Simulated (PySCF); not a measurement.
**Pm2O3: other functionals and bases at one geometry**

How far do other levels of theory move the description of Pm2O3, and what does each cost? It is a constructed species; whether it can be made isn't addressed.

The runs use PySCF 2.14.0; several levels, as the steps say, no spin–orbit coupling.

7 further runs of the same task are left out: 2 for a known fault of the program, 5 that didn't finish.

### Step 1. The starting structure

5 atoms, charge 0, spin multiplicity 1.

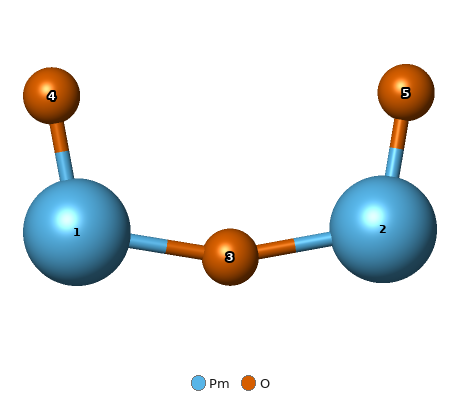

The structure; promethium blue, oxygen orange; atoms are numbered from 1 in the order of the file.

Coordinates:

```
Pm    0.4459    0.3547    2.1114
Pm    0.4459    0.3547   -2.1114
O     0.7290    0.5799    0.0000
O    -1.0177   -0.8096    2.4441
O    -1.0177   -0.8096   -2.4441
```

Formal oxidation states: Pm +3. Each metal's 4 4f electrons lie in its core potential, so multiplicities, spins and levels count the valence alone. An earlier session relaxed this geometry at BP86, Pm lcecp-1-SVP with ECP50, O def2-SVP (singlet, point group C2v).

At BP86 on the finer grid: E = -294.007207 Eh, HOMO -4.30 eV, LUMO -2.31 eV, Mulliken charge on Pm1 +0.70 e, largest force component 0.007 eV/Å. 

Levels to run: TPSS; CAM-B3LYP; HF; TPSSh; BP86, TZVP. Hardware: 2 threads of Arm Neoverse V2, shared host.

### Step 2. TPSS

run.py (the lines that set the calculation)

```python
mol = gto.M(atom='''
Pm     0.44592     0.35473     2.11136
Pm     0.44592     0.35473    -2.11136
O      0.72898     0.57990     0.00000
O     -1.01773    -0.80960     2.44411
O     -1.01773    -0.80960    -2.44411''',
    basis={'Pm': 'lcecp-1-SVP', 'O': 'def2-SVP'},
    ecp={'Pm': 'lcecp-1-SVP'},
    charge=0, spin=0)
mf = dft.RKS(mol, xc='TPSS')
mf.grids.atom_grid = (75, 302)  # f atoms: unpruned, at least (60, 302)
mf = mf.density_fit()  # fitting sets: Pm AutoAux, O def2-universal-JKFIT
mf.conv_tol = 1e-08; mf.max_cycle = 55
mf.kernel(dm0)  # dm0: the density of the relaxed state
```

Command:

```
> OMP_NUM_THREADS=2 python run.py
```

What it wrote:

```text
init E= -293.906763784448
  HOMO = -0.158937283301101  LUMO = -0.0794659739951238  gap/eV = 2.16252
cycle= 1 E= -293.903944211997  delta_E= 0.00282  |g|= 0.129  |ddm|= 0.188
  HOMO = -0.128186472757185  LUMO = -0.0832111413114497  gap/eV = 1.22384
cycle= 2 E= -293.822883218352  delta_E= 0.0811  |g|= 0.622  |ddm|= 0.548
  HOMO = -0.152137836702923  LUMO = -0.0801799097680929  gap/eV = 1.95807
cycle= 3 E= -293.907067615589  delta_E= -0.0842  |g|= 0.057  |ddm|= 0.447
  HOMO = -0.152361974339512  LUMO = -0.0804055450783455  gap/eV = 1.95803
cycle= 4 E= -293.907744445345  delta_E= -0.000677  |g|= 0.0105  |ddm|= 0.044
  HOMO = -0.152411438073015  LUMO = -0.0802918336935325  gap/eV = 1.96247
cycle= 5 E= -293.907767160855  delta_E= -2.27e-05  |g|= 0.00214  |ddm|= 0.00659
  HOMO = -0.152531161239132  LUMO = -0.0802874881661175  gap/eV = 1.96585
cycle= 6 E= -293.907768294472  delta_E= -1.13e-06  |g|= 0.000298  |ddm|= 0.00196
  HOMO = -0.152544244560003  LUMO = -0.08028653360117  gap/eV = 1.96623
cycle= 7 E= -293.907768314806  delta_E= -2.03e-08  |g|= 4.84e-05  |ddm|= 0.000217
  HOMO = -0.152546831231236  LUMO = -0.0802860585407239  gap/eV = 1.96632
cycle= 8 E= -293.907768315425  delta_E= -6.19e-10  |g|= 7.72e-06  |ddm|= 5.21e-05
  HOMO = -0.152546406874339  LUMO = -0.0802861240215173  gap/eV = 1.96630
Extra cycle  E= -293.907768315232  delta_E= 1.92e-10  |g|= 3.06e-05  |ddm|= 2.7e-05
converged SCF energy = -293.907768315232
```

It took 11 s on 2 threads of Arm Neoverse V2, shared host.

Read off: E = -293.907768 Eh, HOMO -4.15 eV, LUMO -2.18 eV, Mulliken charge on Pm1 +0.77 e, largest force component 0.069 eV/Å. 

### Step 3. CAM-B3LYP

run.py (the lines that set the calculation): that of step 2 with these lines changed.

```diff
@@ -9,3 +9,3 @@
     charge=0, spin=0)
-mf = dft.RKS(mol, xc='TPSS')
+mf = dft.RKS(mol, xc='CAMB3LYP')
 mf.grids.atom_grid = (75, 302)  # f atoms: unpruned, at least (60, 302)
```

Command:

```
> OMP_NUM_THREADS=2 python run.py
```

What it wrote:

```text
init E= -293.691878926116
  HOMO = -0.261568460574611  LUMO = -0.0404123128854589  gap/eV = 6.01797
cycle= 1 E= -293.693652981332  delta_E= -0.00177  |g|= 0.204  |ddm|= 0.381
  HOMO = -0.214242297540826  LUMO = -0.0495701827044828  gap/eV = 4.48096
cycle= 2 E= -293.656863053382  delta_E= 0.0368  |g|= 0.473  |ddm|= 0.481
  HOMO = -0.248891530257286  LUMO = -0.0454445143596299  gap/eV = 5.53608
cycle= 3 E= -293.702276613356  delta_E= -0.0454  |g|= 0.0344  |ddm|= 0.33
  HOMO = -0.248432995602135  LUMO = -0.0455936557042473  gap/eV = 5.51954
cycle= 4 E= -293.702495273185  delta_E= -0.000219  |g|= 0.012  |ddm|= 0.0308
  HOMO = -0.248188112158216  LUMO = -0.0453381230266732  gap/eV = 5.51983
cycle= 5 E= -293.702535024878  delta_E= -3.98e-05  |g|= 0.00161  |ddm|= 0.0144
  HOMO = -0.248311004819836  LUMO = -0.0454682446197812  gap/eV = 5.51963
cycle= 6 E= -293.702537960528  delta_E= -2.94e-06  |g|= 0.000453  |ddm|= 0.0059
  HOMO = -0.248324528539552  LUMO = -0.0454739372583671  gap/eV = 5.51985
cycle= 7 E= -293.702538475299  delta_E= -5.15e-07  |g|= 0.000149  |ddm|= 0.00335
  HOMO = -0.248329320515582  LUMO = -0.0454680020426313  gap/eV = 5.52014
cycle= 8 E= -293.70253851375  delta_E= -3.85e-08  |g|= 4.96e-05  |ddm|= 0.000913
  HOMO = -0.248325736822455  LUMO = -0.0454676499683184  gap/eV = 5.52005
cycle= 9 E= -293.702538518709  delta_E= -4.96e-09  |g|= 1.54e-05  |ddm|= 0.000358
  HOMO = -0.248326715590801  LUMO = -0.0454668782849686  gap/eV = 5.52010
Extra cycle  E= -293.702538518939  delta_E= -2.3e-10  |g|= 2.02e-05  |ddm|= 5.88e-05
converged SCF energy = -293.702538518939
```

Run time: 10 s. Hardware: 2 threads of Arm Neoverse V2, shared host.

Result: E = -293.702539 Eh, HOMO -6.76 eV, LUMO -1.24 eV, Mulliken charge on Pm1 +0.82 e, largest force component 0.744 eV/Å. 

### Step 4. HF

run.py (the lines that set the calculation): that of step 3 with these lines changed.

```diff
@@ -9,4 +9,3 @@
     charge=0, spin=0)
-mf = dft.RKS(mol, xc='CAMB3LYP')
-mf.grids.atom_grid = (75, 302)  # f atoms: unpruned, at least (60, 302)
+mf = scf.RHF(mol)
 mf = mf.density_fit()  # fitting sets: Pm AutoAux, O def2-universal-JKFIT
```

Command:

```
> OMP_NUM_THREADS=2 python run.py
```

What it wrote:

```text
init E= -291.749063408539
  HOMO = -0.338674833466445  LUMO = 0.00578429218319751  gap/eV = 9.37321
cycle= 1 E= -291.816742390589  delta_E= -0.0677  |g|= 0.222  |ddm|= 0.819
  HOMO = -0.294155698405416  LUMO = -0.00902503502979416  gap/eV = 7.75880
cycle= 2 E= -291.817716736596  delta_E= -0.000974  |g|= 0.209  |ddm|= 0.353
  HOMO = -0.324576813621322  LUMO = -0.0050058628251905  gap/eV = 8.69597
cycle= 3 E= -291.827183353256  delta_E= -0.00947  |g|= 0.0327  |ddm|= 0.173
  HOMO = -0.320819598339074  LUMO = -0.00534393279155353  gap/eV = 8.58453
cycle= 4 E= -291.827446036436  delta_E= -0.000263  |g|= 0.0135  |ddm|= 0.0412
  HOMO = -0.320570529821687  LUMO = -0.00534603948171858  gap/eV = 8.57770
cycle= 5 E= -291.827494469931  delta_E= -4.84e-05  |g|= 0.00275  |ddm|= 0.0144
  HOMO = -0.320641700194323  LUMO = -0.00549165603156549  gap/eV = 8.57567
cycle= 6 E= -291.827500685264  delta_E= -6.22e-06  |g|= 0.000859  |ddm|= 0.00731
  HOMO = -0.320711498790934  LUMO = -0.00546694961968102  gap/eV = 8.57824
cycle= 7 E= -291.827501639274  delta_E= -9.54e-07  |g|= 0.000242  |ddm|= 0.00314
  HOMO = -0.320706965552946  LUMO = -0.00546954908659543  gap/eV = 8.57805
cycle= 8 E= -291.827501729888  delta_E= -9.06e-08  |g|= 8.59e-05  |ddm|= 0.000977
  HOMO = -0.320708774597889  LUMO = -0.0054705513203582  gap/eV = 8.57807
cycle= 9 E= -291.827501739778  delta_E= -9.89e-09  |g|= 3.19e-05  |ddm|= 0.000295
  HOMO = -0.320708873708167  LUMO = -0.00546955963440691  gap/eV = 8.57810
Extra cycle  E= -291.827501740728  delta_E= -9.5e-10  |g|= 1.93e-05  |ddm|= 6.4e-05
converged SCF energy = -291.827501740728
```

It took 4.8 s on 2 threads of Arm Neoverse V2, shared host.

It gives: E = -291.827502 Eh, HOMO -8.73 eV, LUMO -0.15 eV, Mulliken charge on Pm1 +1.19 e, largest force component 1.244 eV/Å. 

### Step 5. TPSSh

run.py (the lines that set the calculation): that of step 4 with these lines changed.

```diff
@@ -9,3 +9,4 @@
     charge=0, spin=0)
-mf = scf.RHF(mol)
+mf = dft.RKS(mol, xc='TPSSH')
+mf.grids.atom_grid = (75, 302)  # f atoms: unpruned, at least (60, 302)
 mf = mf.density_fit()  # fitting sets: Pm AutoAux, O def2-universal-JKFIT
```

Command:

```
> OMP_NUM_THREADS=2 python run.py
```

What it wrote:

```text
init E= -293.85035813181
  HOMO = -0.181986244436796  LUMO = -0.0707704674092567  gap/eV = 3.02634
cycle= 1 E= -293.846099291933  delta_E= 0.00426  |g|= 0.178  |ddm|= 0.299
  HOMO = -0.138612200445053  LUMO = -0.0767052951086089  gap/eV = 1.68457
cycle= 2 E= -293.737074099392  delta_E= 0.109  |g|= 0.73  |ddm|= 0.667
  HOMO = -0.170887373899461  LUMO = -0.0723892638296782  gap/eV = 2.68027
cycle= 3 E= -293.852604778011  delta_E= -0.116  |g|= 0.0664  |ddm|= 0.521
  HOMO = -0.171112440488452  LUMO = -0.0726145553977213  gap/eV = 2.68026
cycle= 4 E= -293.853498825469  delta_E= -0.000894  |g|= 0.0147  |ddm|= 0.0528
  HOMO = -0.171166904300827  LUMO = -0.072278526889768  gap/eV = 2.69089
cycle= 5 E= -293.85354754094  delta_E= -4.87e-05  |g|= 0.00157  |ddm|= 0.0112
  HOMO = -0.171316909739379  LUMO = -0.072307258793426  gap/eV = 2.69419
cycle= 6 E= -293.853548096813  delta_E= -5.56e-07  |g|= 0.000171  |ddm|= 0.00168
  HOMO = -0.17132898043477  LUMO = -0.0723109327527012  gap/eV = 2.69442
cycle= 7 E= -293.853548103298  delta_E= -6.48e-09  |g|= 4.24e-05  |ddm|= 0.000206
  HOMO = -0.171336123975857  LUMO = -0.0723071179456767  gap/eV = 2.69472
Extra cycle  E= -293.853548100107  delta_E= 3.19e-09  |g|= 0.000126  |ddm|= 0.00016
converged SCF energy = -293.853548100107
```

It took 10 s on 2 threads of Arm Neoverse V2, shared host.

It gives: E = -293.853548 Eh, HOMO -4.66 eV, LUMO -1.97 eV, Mulliken charge on Pm1 +0.82 e, largest force component 0.226 eV/Å. 

### Step 6. BP86, TZVP

Basis: Pm lcecp-1-TZVP with ECP50, O def2-TZVP. 

run.py (the lines that set the calculation)

```python
mol = gto.M(atom='''
Pm     0.44592     0.35473     2.11136
Pm     0.44592     0.35473    -2.11136
O      0.72898     0.57990     0.00000
O     -1.01773    -0.80960     2.44411
O     -1.01773    -0.80960    -2.44411''',
    basis={'Pm': 'lcecp-1-TZVP', 'O': 'def2-TZVP'},
    ecp={'Pm': 'lcecp-1-TZVP'},
    charge=0, spin=0)
mf = dft.RKS(mol, xc='B88,P86')
mf.grids.atom_grid = (75, 302)  # f atoms: unpruned, at least (60, 302)
mf = mf.density_fit()  # fitting sets: Pm AutoAux, O def2-universal-JKFIT
mf.conv_tol = 1e-08; mf.max_cycle = 55
mf.kernel(dm0)  # dm0: free metal ions and neutral atoms
```

Command:

```
> OMP_NUM_THREADS=2 python run.py
```

What it wrote:

```text
init E= -303.456730377242
  HOMO = -0.111439732215821  LUMO = -0.0978097457492554  gap/eV = 0.37089
cycle= 1 E= -289.993065340156  delta_E= 13.5  |g|= 4.37  |ddm|= 3.34
  HOMO = -0.659848270167539  LUMO = -0.306199331309296  gap/eV = 9.62328
cycle= 2 E= -284.017081418523  delta_E= 5.98  |g|= 7.54  |ddm|= 5.23
  HOMO = -0.280682497347081  LUMO = -0.0905843893074886  gap/eV = 5.17283
cycle= 3 E= -293.005105653966  delta_E= -8.99  |g|= 2.24  |ddm|= 2.97
  HOMO = -0.140651128799425  LUMO = -0.0983526956617621  gap/eV = 1.15100
cycle= 4 E= -293.502452164841  delta_E= -0.497  |g|=    2  |ddm|= 2.08
  HOMO = -0.126918025479932  LUMO = -0.0797611421523085  gap/eV = 1.28320
cycle= 5 E= -294.088948840599  delta_E= -0.586  |g|= 0.967  |ddm|=  1.3
  HOMO = -0.137866584683016  LUMO = -0.0826080329977032  gap/eV = 1.50366
cycle= 6 E= -294.247661215921  delta_E= -0.159  |g|= 0.38  |ddm|= 0.664
  HOMO = -0.156157723301928  LUMO = -0.0853693115561406  gap/eV = 1.92625
cycle= 7 E= -294.277030155642  delta_E= -0.0294  |g|= 0.12  |ddm|= 0.252
  HOMO = -0.156958976636053  LUMO = -0.0843375004499916  gap/eV = 1.97613
cycle= 8 E= -294.279703815771  delta_E= -0.00267  |g|= 0.0375  |ddm|= 0.0644
  HOMO = -0.157881714317369  LUMO = -0.0839552805328646  gap/eV = 2.01164
cycle= 9 E= -294.279960467209  delta_E= -0.000257  |g|= 0.0141  |ddm|= 0.0209
  HOMO = -0.158262229677862  LUMO = -0.0840496724384109  gap/eV = 2.01943
cycle= 10 E= -294.279995332051  delta_E= -3.49e-05  |g|= 0.00549  |ddm|= 0.0074
  HOMO = -0.158440538090958  LUMO = -0.0840271140345532  gap/eV = 2.02489
cycle= 11 E= -294.280001722135  delta_E= -6.39e-06  |g|= 0.00104  |ddm|= 0.00293
  HOMO = -0.158455581591961  LUMO = -0.0840017056964608  gap/eV = 2.02599
cycle= 12 E= -294.280001975599  delta_E= -2.53e-07  |g|= 0.000117  |ddm|= 0.000759
  HOMO = -0.15846347160994  LUMO = -0.0840067325124435  gap/eV = 2.02607
cycle= 13 E= -294.280001978935  delta_E= -3.34e-09  |g|= 1.85e-05  |ddm|= 8.93e-05
  HOMO = -0.15846222166427  LUMO = -0.0840069185745766  gap/eV = 2.02603
Extra cycle  E= -294.280001977994  delta_E= 9.41e-10  |g|= 7.16e-05  |ddm|= 4.34e-05
converged SCF energy = -294.280001977994
```

Wall time 21 s (2 threads of Arm Neoverse V2, shared host).

Result: E = -294.280002 Eh, HOMO -4.31 eV, LUMO -2.29 eV, Mulliken charge on Pm1 +1.11 e, largest force component 0.052 eV/Å. 

### Step 7. All levels side by side

| level | state | HOMO (eV) | gap (eV) | charge on Pm1 (e) | dipole (D) | largest force (eV/Å) | basis functions | time |
| --- | --- | --- | --- | --- | --- | --- | --- | --- |
| BP86 (relaxed here) | singlet | -4.30 | 1.99 | 0.70 | 11.68 | 0.01 | 108 | 17 s |
| TPSS | singlet | -4.15 | 1.97 | 0.77 | 12.08 | 0.07 | 108 | 11 s |
| CAM-B3LYP | singlet | -6.76 | 5.52 | 0.82 | 13.43 | 0.74 | 108 | 10 s |
| HF | singlet | -8.73 | 8.58 | 1.19 | 15.79 | 1.24 | 108 | 4.8 s |
| TPSSh | singlet | -4.66 | 2.69 | 0.82 | 12.55 | 0.23 | 108 | 10 s |
| BP86, TZVP | singlet | -4.31 | 2.03 | 1.11 | 12.22 | 0.05 | 187 | 21 s |

Times are on 2 threads of Arm Neoverse V2, shared host; the first row also made further properties.

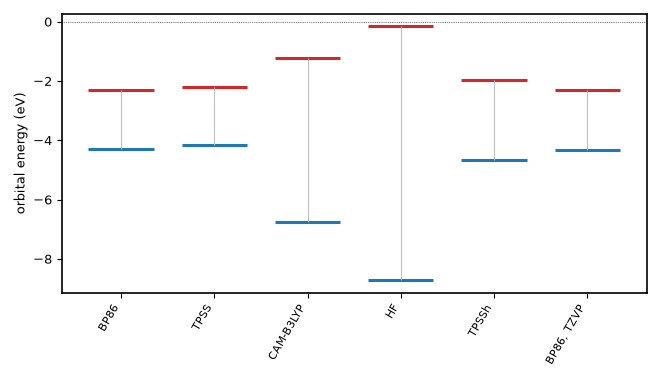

Highest filled and lowest empty level, method by method.

In one basis the HOMO–LUMO gap runs from 1.97 eV (TPSS) to 8.58 eV (HF). The largest leftover force, 1.24 eV/Å with HF, stands at a geometry relaxed at another level. The Mulliken charge on Pm spans +0.70 to +1.19 e over the levels. With 4f in the core, its levels are missing from HOMO and gap. Total energies of different levels can't be compared. Spin–orbit coupling is left out throughout.
